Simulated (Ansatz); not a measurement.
**GeH3 (SMILES [GeH3]) at UCAM-B3LYP/def2-TZVPP**

Aim: the energy change on altering one bond length of GeH3 at UCAM-B3LYP/def2-TZVPP, from 2 runs. 

Program for the calculation: Ansatz 0.2.0.

41 further runs of the same task are left out: 41 set aside as unsound or not needed.

## 1. The structure to begin with

GeH3 has 4 atoms, charge 0, and is taken as a doublet. As SMILES, `[GeH3]`. The shape is that of a PBE0-D4/def2-TZVP optimisation.

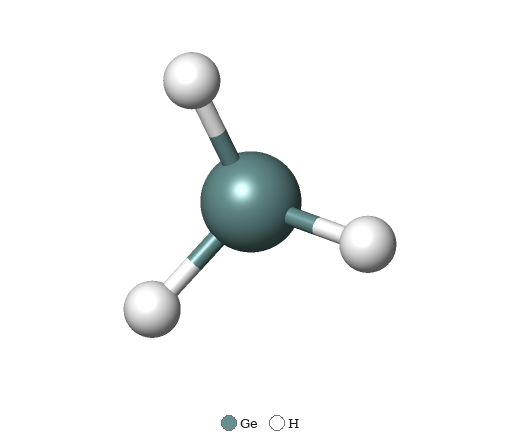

Viewed from a chosen angle; germanium teal, hydrogen white.

## 2. The energy at UCAM-B3LYP/def2-TZVPP

The input, molecule.yaml:

```yaml
crystal:
  periodic: [false, false, false]
  atoms:
    - {symbol: Ge, position_ang: [0.214600, -0.125900, -0.249400]}
    - {symbol: H, position_ang: [1.055000, 0.109600, 1.018300]}
    - {symbol: H, position_ang: [-0.882800, -1.175900, -0.000100]}
    - {symbol: H, position_ang: [-0.386800, 1.192200, -0.768800]}
basis:
  gaussian:
    orbitals: def2-TZVPP
magnetization:
  spin_polarized: true
  initial_magnetization: 1
hamiltonian:
  xc: {name: CAM-B3LYP}
accuracy: high
output: {orbitals: {seedname: orbitals}}
```

Launch:

```
$ ansatz run molecule.yaml --threads 1 --pin off --max-ram 3480MiB --events-out events.jsonl --progress --plain --runs-dir runs
```

What it wrote:

```text
Warning: RAYON_NUM_THREADS=1 ignored (pool sized by the plan → 1); use --threads N
Functional definition: CAM-B3LYP
  name "CAM-B3LYP"
  parameter alpha = 0.19
  parameter beta = 0.46
  parameter omega = 0.33/bohr
  parameter ac = 0.81
  exchange = (1 - alpha - beta)*b88_x + beta*b88_x_sr(omega) + alpha*exact_x + beta*exact_x_lr(omega)
  correlation = (1 - ac)*vwn5_c + ac*lyp_c
1427 factors; integrals over basis functions are off by at most 4.4e-9 eV
287 factors; integrals over basis functions are off by at most 1.6e-9 eV
mean field evaluation 1: about -56568.5331 eV, gradient 1.1e1 eV
mean field evaluation 2: about -56568.6537 eV, gradient 1.1e1 eV
mean field evaluation 4: about -56568.7949 eV, gradient 9.2e-1 eV
mean field evaluation 8: about -56568.8083 eV, gradient 4.9e-2 eV
mean field evaluation 16: about -56568.8083 eV, gradient 4.3e-6 eV
mean field -56568.80832369 eV, -2078.8653621802 hartree, gradient 8.7e-8 eV, S^2 0.751508; 0 other end points of the search recorded, 0 dependent functions left out
reference -56568.80833952 eV, -2078.8653627618 hartree; 18, 17 occupied and 72, 73 virtual orbitals, 1427 factors
Total energy: -56568.80833952 eV, -2078.8653627618 hartree
```

Wall time 7.8 s (1 thread of Arm Neoverse V1, shared host); peak memory 0.31 GiB.

## 3. The distorted shape at the same level

The input, job.yaml:

```yaml
basis:
  gaussian: {orbitals: def2-TZVPP}
crystal:
  periodic: [false, false, false]
  atoms:
    - {symbol: Ge, position_ang: [0.304821, -0.323639, -0.171480]}
    - {symbol: H, position_ang: [1.145221, -0.088139, 1.096220]}
    - {symbol: H, position_ang: [-0.792579, -1.373639, 0.077820]}
    - {symbol: H, position_ang: [-0.386800, 1.192200, -0.768800]}
magnetization: {spin_polarized: true, initial_magnetization: 1}
hamiltonian: {xc: {name: CAM-B3LYP}}
accuracy: high
output: {orbitals: {seedname: orbitals}}
```

Launch:

```
$ ansatz run job.yaml --threads 1 --pin off --max-ram 3480MiB --events-out events.jsonl --progress --plain --runs-dir runs
```

What it wrote:

```text
Warning: RAYON_NUM_THREADS=1 ignored (pool sized by the plan → 1); use --threads N
Functional definition: CAM-B3LYP
  name "CAM-B3LYP"
  parameter alpha = 0.19
  parameter beta = 0.46
  parameter omega = 0.33/bohr
  parameter ac = 0.81
  exchange = (1 - alpha - beta)*b88_x + beta*b88_x_sr(omega) + alpha*exact_x + beta*exact_x_lr(omega)
  correlation = (1 - ac)*vwn5_c + ac*lyp_c
1415 factors; integrals over basis functions are off by at most 4.4e-9 eV
291 factors; integrals over basis functions are off by at most 1.6e-9 eV
mean field evaluation 1: about -56568.1844 eV, gradient 1.1e1 eV
mean field evaluation 2: about -56568.3004 eV, gradient 1.1e1 eV
mean field evaluation 4: about -56568.4544 eV, gradient 8.3e-1 eV
mean field evaluation 8: about -56568.4685 eV, gradient 5.7e-2 eV
mean field evaluation 16: about -56568.4686 eV, gradient 2.9e-4 eV
mean field -56568.46855205 eV, -2078.8528758029 hartree, gradient 9.3e-8 eV, S^2 0.751567; 0 other end points of the search recorded, 0 dependent functions left out
reference -56568.46856802 eV, -2078.8528763896 hartree; 18, 17 occupied and 72, 73 virtual orbitals, 1415 factors
Total energy: -56568.46856802 eV, -2078.8528763896 hartree
```

Wall time 8.4 s (1 thread of Arm Neoverse V1, shared host); peak memory 0.31 GiB.

## 4. Results

At UCAM-B3LYP/def2-TZVPP:

```
                                                          quantity           value
                                         first shape: total energy  -2078.86536 Eh
                   first shape: HOMO energy (highest over α and β)        -7.49 eV
                    first shape: LUMO energy (lowest over α and β)        -1.84 eV
                                                 first shape: ⟨S²⟩           0.752
                                     distorted shape: total energy  -2078.85288 Eh
               distorted shape: HOMO energy (highest over α and β)        -7.56 eV
                distorted shape: LUMO energy (lowest over α and β)        -1.97 eV
                                             distorted shape: ⟨S²⟩           0.752
energy change with the Ge1–H4 bond stretched from 1.539 to 1.770 Å        0.340 eV
```

With the Ge1–H4 bond stretched from 1.539 to 1.770 Å the energy rises by 0.34 eV (32.8 kJ/mol). The first shape isn't relaxed at this level, so the change isn't measured from a minimum.
